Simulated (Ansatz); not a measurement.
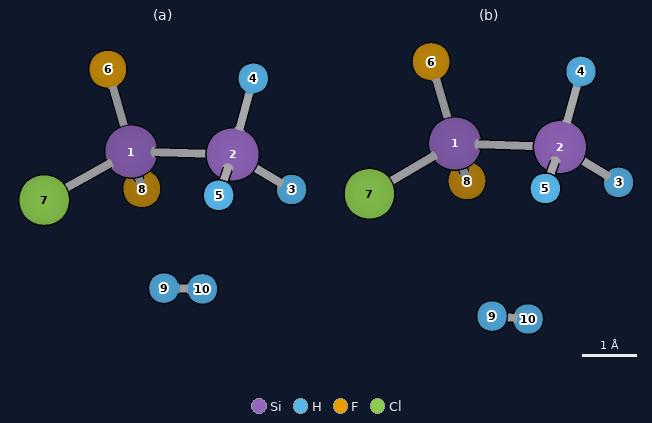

The structure of Si2H5ClF2 before (left) and after (right) a relaxation, at one scale.

The picture is a ball-and-stick view, seen at a tilt.

The run prepares an end point of a later path (reaction) calculation, from a guessed geometry.

All numbers below come from RKS PBE0/def2-SVP (Ansatz 0.2.0).

The input:
```yaml
crystal:
  periodic: [false, false, false]
  atoms:
    - { symbol: Si, position_ang: [0.181608, -0.065795, 0.141152] }
    - { symbol: Si, position_ang: [0.122596, -0.03282, 2.395975] }
    - { symbol: H, position_ang: [-0.846532, -1.064369, 2.876935] }
    - { symbol: H, position_ang: [1.494764, -0.356999, 2.899644] }
    - { symbol: H, position_ang: [-0.284807, 1.325984, 2.864757] }
    - { symbol: F, position_ang: [1.651545, -0.490277, -0.375154] }
    - { symbol: Cl, position_ang: [-0.237638, 1.747419, -0.727409] }
    - { symbol: F, position_ang: [-0.835203, -1.147737, -0.48954] }
    - { symbol: H, position_ang: [-2.218972, 0.768649, 0.949243] }
    - { symbol: H, position_ang: [-2.362161, 0.325846, 1.498096] }
basis:
  gaussian: { orbitals: def2-SVP }
hamiltonian:
  xc: pbe0
relax:
  f_tol: 0.03
  max_steps: 50
```

Command:
```bash
ansatz run input.yaml --threads 2 --pin off --max-ram 3072MiB --backend cpu --events-out ev --progress --plain --runs-dir out
```

Summarise the run.

Answer. Over 6 geometry steps the energy falls by 16.9 kJ/mol. The largest force component goes from 1.2 to 0.023 eV/Å. H10 moves most after the best rigid fit: 0.58 Å. Largest moves by element: H 0.58 Å, Si 0.16 Å, F 0.15 Å, Cl 0.12 Å. Among the contacts that change: Si1–Si2 2.256 → 2.340 Å, H9–H10 0.720 → 0.761 Å, Si1–Cl7 2.054 → 2.048 Å, Si2–H4 1.497 → 1.492 Å.

Limits of the set-up: the start holds two separate molecules, 2.5 Å apart at their closest, whose relative position is a soft coordinate and is computed without a dispersion correction.
